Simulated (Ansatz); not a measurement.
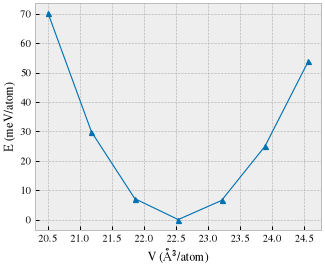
*Hf (hcp (Mg type), P6_3/mmc) under volume change, PBE in the plane-wave PAW code Ansatz, shape and atoms relaxed at each volume.*

Q: What does a third-order Birch–Murnaghan fit give for V₀, B₀ and B′?

A: V₀ = 22.54 Å³/atom, B₀ = 107 GPa, B′ = 3.4.

Symmetry was held in the PBE relaxation. No spin polarisation was allowed. Spin–orbit coupling is left out wherever it is not named.

Potentials: the later of the program's two PAW sets.
